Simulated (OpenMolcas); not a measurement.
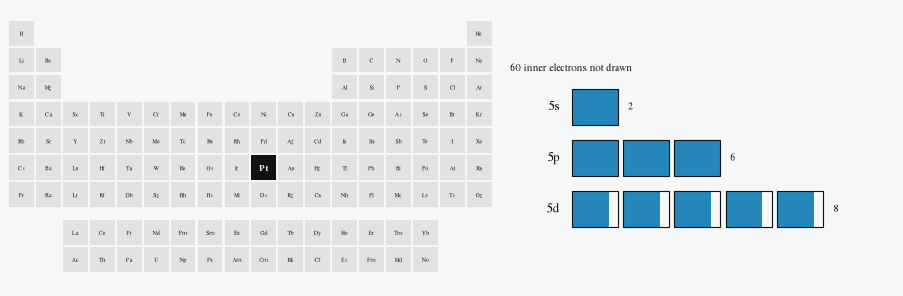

Fig. 1: Left, the place of platinum in the periodic table; right, the outer shells of the leading configuration of the lowest level: a box for each of the 2l + 1 orbitals, shaded by the share of the shell that is filled, with the electron count at the right.

Multiconfigurational calculation for Pt²⁺ complex

- system: Pt²⁺ with 6 ligands (F; octahedron, 2.151 Å), embedded in KCdF3 by model potentials and point charges, whose field is part of the energies.
- method: state-averaged CASSCF, active space 8 electrons in the shell 5d, basis ANO-RCC-VTZP on the metal and ANO-RCC-VDZP on the ligands, DKH2 scalar Hamiltonian, spin-orbit coupling by RASSI with atomic mean-field integrals (OpenMolcas)

**The input**
```
&GATEWAY
Basis set
Pt.ANO-RCC-VTZP.
Pt1 0.0 0.0 0.0 Angstrom
End of basis
Basis set
F.ANO-RCC-VDZP.
L1 2.151000 0.000000 0.000000 Angstrom
L2 0.000000 2.151000 0.000000 Angstrom
L3 0.000000 0.000000 2.151000 Angstrom
End of basis
Basis set
Cd.EMB-AIMP.Lopez-Moraza.11s7p.1s1p.ECP.KCdF3.
PseudoCharge
* 3 symmetry-unique lattice sites within 7.6 angstrom
End of basis
Basis set
K.EMB-AIMP.Lopez-Moraza.0s.0s.ECP.KCdF3.
PseudoCharge
* 16 symmetry-unique lattice sites within 7.6 angstrom
End of basis
Basis set
Cd.EMB-AIMP.Lopez-Moraza.0s.0s.ECP.KCdF3.
PseudoCharge
* 10 symmetry-unique lattice sites within 7.6 angstrom
End of basis
Basis set
F.EMB-AIMP.Lopez-Moraza.0s.0s.ECP.KCdF3.
PseudoCharge
* 27 symmetry-unique lattice sites within 7.6 angstrom
End of basis
Symmetry
XYZ
AngMom=0.0 0.0 0.0
AMFI
RICD
XField
1533 Angstrom 0
* Evjen-weighted lattice charges
&SEWARD
&RASSCF
FileOrb=start.orb
Symmetry=1
Spin=3
nActEl=8 0 0
Inactive=30 34
Ras2=5 0
CIRoot=10 10 1
SDav=10
CIMx=300
Iter=150 100
PrWF=0.3
OrbListing=Nothing
MaxOrb=0
LevShft=1.0
>>> COPY $Project.JobIph JOB001
&RASSCF
FileOrb=start.orb
Symmetry=1
Spin=1
nActEl=8 0 0
Inactive=30 34
Ras2=5 0
CIRoot=15 15 1
SDav=15
CIMx=300
Iter=150 100
PrWF=0.3
OrbListing=Nothing
MaxOrb=0
LevShft=1.0
>>> COPY $Project.JobIph JOB002
&RASSI
NrOfJobIphs=2 10 15
1 2 3 4 5 6 7 8 9 10
1 2 3 4 5 6 7 8 9 10 11 12 13 14 15
IphNames
JOB001
JOB002
EJob
SpinOrbit
DIPRint=1.0
SOCoupling=1000.0
Subsets=2
Property=9
'ANGMOM' 1 'ANGMOM' 2 'ANGMOM' 3 'MLTPL  1' 1 'MLTPL  1' 2 'MLTPL  1' 3
'AMFI' 1 'AMFI' 2 'AMFI' 3
SOProperty=3
'ANGMOM' 1 'ANGMOM' 2 'ANGMOM' 3
```

The file start.orb holds starting orbitals from an earlier step. A driver script formed the levels outside the program, from RASSI's spin-orbit matrix and the active-space energies, averaged over the components of each term or state.

Run as:
```bash
OMP_NUM_THREADS=1 MOLCAS_MEM=2457 MOLCAS_PROJECT=a pymolcas a.inp > a.log  # once for each step of the input, in one work folder
```

**Output (extracts)**
```
--- SEWARD ---
Basis set label: PT.ANO-RCC...8S7P5D3F1G.

      Electronic valence basis set:
      ------------------
      Associated Effective Charge  78.000000 au
      Associated Actual Charge     78.000000 au
      Nuclear Model: Point charge

      Shell  nPrim  nBasis  Cartesian Spherical Contaminant
         s      24       8        X
         p      21       7        X
         d      15       5                 X
         f      11       3                 X
         g       4       1                 X
                  Relativistic Douglas-Kroll-Hess integrals:
                    - DKH order of Hamiltonian: 2
                    - DKH order of Properties : 0
                  Atomic mean-field integrals
--- RASSCF ---
Wave function specifications:
      -----------------------------

      Number of closed shell electrons         128
      Number of electrons in active shells       8
      Max number of holes in RAS1 space          0
      Max nr of electrons in RAS3 space          0
      Number of inactive orbitals               64
      Number of active orbitals                  5
      Number of secondary orbitals             123
      Spin quantum number                      1.0
      State symmetry                             1
Orbital specifications:
      -----------------------

      Symmetry species                           1   2
                                                ag  au
      Frozen orbitals                            0   0
      Inactive orbitals                         30  34
      Active orbitals                            5   0
      RAS1 orbitals                              0   0
      RAS2 orbitals                              5   0
      RAS3 orbitals                              0   0
      Secondary orbitals                        61  62
      Deleted orbitals                           0   0
      Number of basis functions                 96  96
      Number of CSFs                            10
      Number of root(s) required                10
      Iter CI   SX   CI       RASSCF       Energy    max ROT     max BLB   max BLB  Level Ln srch  Step   QN
          iter iter root      energy       change     param      element    value   shift minimum  type update
 Nr of preliminary CI iterations:   1
      Total energies have been shifted. Add               -18000.00 au
        1   1   12    0  -994.22141313    0.00E+00  -7.28E-02   27  68 2 -3.00E-01*  1.07   0.00    SX    NO
        2   1   12    0  -994.89177494   -6.70E-01* -6.13E-02   34  88 2 -8.68E-02*  0.83   0.00    SX    NO
        3   1   12    0  -994.95527745   -6.35E-02* -2.72E-02   18  45 1  2.87E-02*  0.76   0.00    SX    NO
        4   1   11    0  -994.96383195   -8.55E-03* -1.23E-02   18  45 1  1.68E-02*  0.74   0.00    SX    NO
        5   1   11    0  -994.96561434   -1.78E-03* -9.61E-03   18  45 1  1.01E-02*  0.74   1.82    LS   YES
        6   1   10    0  -994.96606773   -4.53E-04* -3.58E-03   13  48 2 -8.52E-03*  0.74   1.05    QN   YES
        7   1   10    0  -994.96625455   -1.87E-04* -8.76E-04   13  48 2  3.43E-03*  0.73   0.90    QN   YES
        8   1    9    0  -994.96629931   -4.48E-05* -4.56E-04   18  45 1  9.24E-04*  0.73   1.52    LS   YES
        9   1    9    0  -994.96630541   -6.10E-06* -3.04E-04   34  44 2  6.75E-04*  0.73   1.01    QN   YES
       10   1    8    0  -994.96630868   -3.27E-06* -1.27E-04   34  44 2  2.47E-04*  0.73   1.42    LS   YES
       11   1    8    0  -994.96630899   -3.07E-07*  1.41E-04   17  58 1  2.15E-04*  0.73   1.00    QN   YES
       12   1    7    0  -994.96630936   -3.67E-07*  5.92E-05   19  54 2  7.95E-05   0.73   1.42    LS   YES
       13   1    7    0  -994.96630939   -3.43E-08* -3.61E-05   18  59 1 -5.98E-05   0.73   0.97    QN   YES
       14   1    6    0  -994.96630942   -2.80E-08* -2.20E-05   34  77 1  1.94E-05   0.73   1.47    QN   YES
       15   1    5    0  -994.96630942   -2.73E-09  -3.30E-05    7  55 2 -4.96E-06   0.73   2.50    LS   YES
      Convergence after 15 iterations
       16   1    5    0  -994.96630941    6.64E-09  -3.30E-05   34  88 2 -2.52E-05   0.73   2.50    LS   YES
      Natural orbitals and occupation numbers for root  1
      sym 1:   2.000000   2.000000   1.000000   2.000000   1.000000
      Natural orbitals and occupation numbers for root  2
      sym 1:   1.000027   2.000000   1.000027   1.999973   1.999973
      Natural orbitals and occupation numbers for root  3
      sym 1:   2.000000   1.999932   1.000068   1.000068   1.999932
::    RASSCF root number  1 Total energy: -18995.07152650
::    RASSCF root number  2 Total energy: -18994.99754660
::    RASSCF root number  3 Total energy: -18994.99754660
::    RASSCF root number  4 Total energy: -18994.99754660
::    RASSCF root number  5 Total energy: -18994.96321452
::    RASSCF root number  6 Total energy: -18994.96321452
::    RASSCF root number  7 Total energy: -18994.96321452
::    RASSCF root number  8 Total energy: -18994.90309476
::    RASSCF root number  9 Total energy: -18994.90309476
::    RASSCF root number 10 Total energy: -18994.90309476
--- RASSCF ---
Wave function specifications:
      -----------------------------

      Number of closed shell electrons         128
      Number of electrons in active shells       8
      Max number of holes in RAS1 space          0
      Max nr of electrons in RAS3 space          0
      Number of inactive orbitals               64
      Number of active orbitals                  5
      Number of secondary orbitals             123
      Spin quantum number                      0.0
      State symmetry                             1
Orbital specifications:
      -----------------------

      Symmetry species                           1   2
                                                ag  au
      Frozen orbitals                            0   0
      Inactive orbitals                         30  34
      Active orbitals                            5   0
      RAS1 orbitals                              0   0
      RAS2 orbitals                              5   0
      RAS3 orbitals                              0   0
      Secondary orbitals                        61  62
      Deleted orbitals                           0   0
      Number of basis functions                 96  96
      Number of CSFs                            15
      Number of root(s) required                15
      Iter CI   SX   CI       RASSCF       Energy    max ROT     max BLB   max BLB  Level Ln srch  Step   QN
          iter iter root      energy       change     param      element    value   shift minimum  type update
 Nr of preliminary CI iterations:   1
      Total energies have been shifted. Add               -18000.00 au
        1   1    9    0  -994.91014975    0.00E+00  -1.08E-02   31  46 1 -5.79E-03*  0.75   0.00    SX    NO
        2   1    9    0  -994.91050461   -3.55E-04* -5.89E-03   31  46 1 -2.53E-03*  0.75   0.00    SX    NO
        3   1    9    0  -994.91061396   -1.09E-04*  3.13E-03   31  46 1 -1.72E-03*  0.75   0.00    SX    NO
        4   1    9    0  -994.91064986   -3.59E-05* -1.73E-03   31  46 1 -8.46E-04*  0.75   0.00    SX    NO
        5   1    8    0  -994.91066189   -1.20E-05* -2.42E-03   31  46 1 -5.68E-04*  0.75   2.41    LS   YES
        6   1    8    0  -994.91066791   -6.02E-06*  1.52E-04   17  48 2  3.79E-04*  0.75   0.98    QN   YES
        7   1    7    0  -994.91066813   -2.21E-07*  9.08E-05   17  48 2 -1.93E-04*  0.75   0.74    QN   YES
        8   1    6    0  -994.91066820   -6.72E-08*  7.66E-05   33  48 1  2.29E-05   0.75   1.62    QN   YES
        9   1    5    0  -994.91066821   -1.26E-08*  3.09E-05   17  48 2  1.00E-05   0.75   1.20    QN   YES
       10   1    4    0  -994.91066821   -1.67E-09   4.32E-06   33  48 1 -3.98E-06   0.75   1.05    QN   YES
      Convergence after 10 iterations
       11   1    4    0  -994.91066821    1.42E-10   4.32E-06   22  45 1 -1.57E-06   0.75   1.05    QN   YES
      Natural orbitals and occupation numbers for root  1
      sym 1:   1.999982   1.993577   1.006786   1.006786   1.992870
      Natural orbitals and occupation numbers for root  2
      sym 1:   1.990971   1.997375   1.006786   1.006786   1.998082
      Natural orbitals and occupation numbers for root  3
      sym 1:   1.950291   1.950291   1.074563   1.074563   1.950291
::    RASSCF root number  1 Total energy: -18995.01357877
::    RASSCF root number  2 Total energy: -18995.01357877
::    RASSCF root number  3 Total energy: -18994.96939468
::    RASSCF root number  4 Total energy: -18994.94103548
::    RASSCF root number  5 Total energy: -18994.94103548
::    RASSCF root number  6 Total energy: -18994.94103548
::    RASSCF root number  7 Total energy: -18994.92505540
::    RASSCF root number  8 Total energy: -18994.92505540
::    RASSCF root number  9 Total energy: -18994.92505540
::    RASSCF root number 10 Total energy: -18994.86001812
::    RASSCF root number 11 Total energy: -18994.86001812
::    RASSCF root number 12 Total energy: -18994.85875775
::    RASSCF root number 13 Total energy: -18994.85875775
::    RASSCF root number 14 Total energy: -18994.85875775
::    RASSCF root number 15 Total energy: -18994.76888882
--- RASSI ---
SPIN-FREE ENERGIES:
  (Shifted by EMIN (a.u.) =     -18995.0715264965)

 SF State       Relative EMIN(au)   Rel lowest level(eV)    D:o, cm**(-1)

     1             0.0000000000        0.0000000000              0.0000
    11             0.0579477239        1.5768378984          12718.0554
    12             0.0579477239        1.5768378984          12718.0554
     2             0.0739798983        2.0130955868          16236.7109
     3             0.0739798983        2.0130955868          16236.7109
     4             0.0739798989        2.0130956028          16236.7110
    13             0.1021318179        2.7791483461          22415.3431
     5             0.1083119726        2.9473189213          23771.7303
     6             0.1083119732        2.9473189375          23771.7304
     7             0.1083119738        2.9473189528          23771.7305
    14             0.1304910174        3.5508414758          28639.4679
    15             0.1304910174        3.5508414758          28639.4679
    16             0.1304910174        3.5508414758          28639.4679
    17             0.1464710929        3.9856814828          32146.6891
    18             0.1464710929        3.9856814828          32146.6891
    19             0.1464710935        3.9856814980          32146.6892
     9             0.1684317364        4.5832610347          36966.4933
     8             0.1684317364        4.5832610347          36966.4933
    10             0.1684317364        4.5832610347          36966.4933
    20             0.2115083812        5.7554362550          46420.7240
    21             0.2115083812        5.7554362550          46420.7240
    22             0.2127687489        5.7897326077          46697.3427
    23             0.2127687489        5.7897326077          46697.3427
    24             0.2127687489        5.7897326077          46697.3427
    25             0.3026376740        8.2351906404          66421.2919
     Dipole printing threshold changed to   1.00000000E+00
Eigenvalues of complex Hamiltonian:
   -----------------------------------
  (Shifted by EMIN (a.u.) =     -18995.0715264965)

 SO State       Relative EMIN(au)   Rel lowest level(eV)    D:o, cm**(-1)

     1            -0.0118811946        0.0000000016              0.0000
     2            -0.0118811946        0.0000000012              0.0000
     3            -0.0118811947        0.0000000000              0.0000
     4             0.0345299112        1.2629105265          10186.0603
     5             0.0345299113        1.2629105308          10186.0604
     6             0.0578203700        1.8966761980          15297.7252
     7             0.0578203699        1.8966761955          15297.7252
     8             0.0578203701        1.8966761997          15297.7252
     9             0.0608578858        1.9793312125          15964.3829
    10             0.0608578860        1.9793312195          15964.3829
    11             0.0704559417        2.2405076207          18070.9127
    12             0.0736000642        2.3260635522          18760.9678
    13             0.0736000645        2.3260635608          18760.9679
    14             0.0736000646        2.3260635638          18760.9679
    15             0.0838003357        2.6036270789          20999.6686
    16             0.1069263688        3.2329184983          26075.2462
    17             0.1069263691        3.2329185071          26075.2463
    18             0.1069263694        3.2329185149          26075.2463
    19             0.1122947053        3.3789983756          27253.4599
    20             0.1122947054        3.3789983799          27253.4599
    21             0.1122947056        3.3789983835          27253.4599
    22             0.1201269744        3.5921252764          28972.4442
    23             0.1227056786        3.6622953920          29538.4044
    24             0.1227056785        3.6622953899          29538.4044
    25             0.1227056787        3.6622953949          29538.4044
    26             0.1274702647        3.7919463841          30584.1102
    27             0.1274702651        3.7919463947          30584.1103
    28             0.1489539968        4.3765485173          35299.2444
    29             0.1489539968        4.3765485159          35299.2443
    30             0.1489539973        4.3765485315          35299.2445
    31             0.1639134880        4.7836170103          38582.4732
    32             0.1736735278        5.0492012214          40724.5543
    33             0.1736735278        5.0492012231          40724.5543
    34             0.1736735279        5.0492012265          40724.5543
    35             0.1761745655        5.1172579252          41273.4686
    36             0.1761745657        5.1172579305          41273.4687
    37             0.1839228553        5.3280996322          42974.0217
    38             0.1839228552        5.3280996301          42974.0217
    39             0.1839228554        5.3280996337          42974.0217
    40             0.2211470856        6.3410225403          51143.7959
    41             0.2211470856        6.3410225402          51143.7959
Weights of the five most important spin-orbit-free states for each spin-orbit state.

 SO State  Total energy (au)           Spin-free states, spin, and weights
 -------------------------------------------------------------------------------------------------------
    1        -0.011881       1 1.0  0.8890    4 1.0  0.0466    3 1.0  0.0466   16 0.0  0.0130   22 0.0  0.0018
    2        -0.011881       1 1.0  0.8890    4 1.0  0.0466    2 1.0  0.0466   15 0.0  0.0130   24 0.0  0.0019
    3        -0.011881       1 1.0  0.8890    3 1.0  0.0466    2 1.0  0.0466   14 0.0  0.0135   23 0.0  0.0018
    4         0.034530      12 0.0  0.6104    2 1.0  0.1840    3 1.0  0.1722    8 1.0  0.0175    9 1.0  0.0048
    5         0.034530      11 0.0  0.6104    4 1.0  0.2374    3 1.0  0.0654    2 1.0  0.0536   10 1.0  0.0135
    6         0.057820       4 1.0  0.3955    3 1.0  0.3952    7 1.0  0.0730    6 1.0  0.0729   19 0.0  0.0364
    7         0.057820       3 1.0  0.3955    2 1.0  0.3955    5 1.0  0.0730    6 1.0  0.0730   17 0.0  0.0365
    8         0.057820       4 1.0  0.3955    2 1.0  0.3952    7 1.0  0.0730    5 1.0  0.0729   18 0.0  0.0364
    9         0.060858       5 1.0  0.2378    4 1.0  0.2331    3 1.0  0.1936   11 0.0  0.1659    6 1.0  0.0772
   10         0.060858       2 1.0  0.2839    7 1.0  0.1953   12 0.0  0.1659    6 1.0  0.1622    3 1.0  0.0921
   11         0.070456      13 0.0  0.3914    5 1.0  0.1945    6 1.0  0.1945    7 1.0  0.1945    9 1.0  0.0075
   12         0.073600       3 1.0  0.3444    2 1.0  0.3444   14 0.0  0.0813    5 1.0  0.0693    6 1.0  0.0693
```

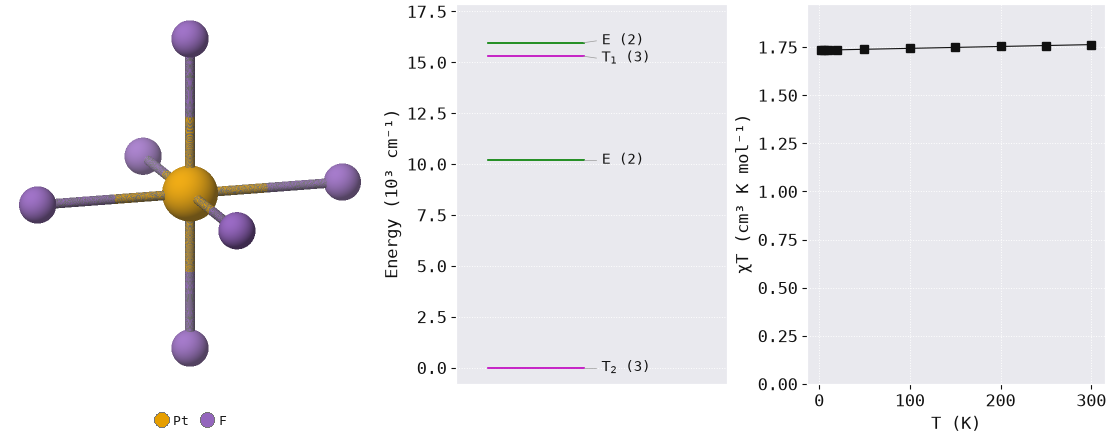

Fig. 2: Pt²⁺ (5d⁸) as a dopant in KCdF₃, a cluster with its 6 nearest F⁻ at 2.151 Å (octahedron) embedded in model potentials and point charges; the geometry was set, not optimised, and its levels and susceptibility. Labels give the representation in O, Td, D4 or D3 as the site allows (double group for half-integer spin) where it could be assigned and, in brackets, the degeneracy; spin-free states, where drawn, share the zero of the spin-orbit levels. Powder susceptibility by Van Vleck's formula. The ground level is T₂, 3-fold degenerate, 98 % from states of spin multiplicity 3. The next level lies at 10,200 cm⁻¹ (E). χT is 1.73 cm³ K mol⁻¹ at 2 K and 1.76 at 300 K, an effective moment of 3.76 μB. The active orbitals hold 87 to 95 % metal character (Löwdin), and the Mulliken charge of the metal is +1.31.

**Results in brief**

- outcome: converged
- energy of the lowest spin-free term: −18995.07153 hartree
- energy of the lowest spin-orbit level: −18995.08341 hartree
- largest spread among components of a term: 0.0 cm⁻¹
- hardware: 1 thread of Arm Neoverse V1, 24 GiB of memory available, shared host
- wall time: 46 s
- peak memory: 0.6 GiB

**Remarks**

Without dynamic correlation the splittings between terms come out too large, often by 20 to 50 %. To bear in mind: the geometry is set by hand, with no relaxation.
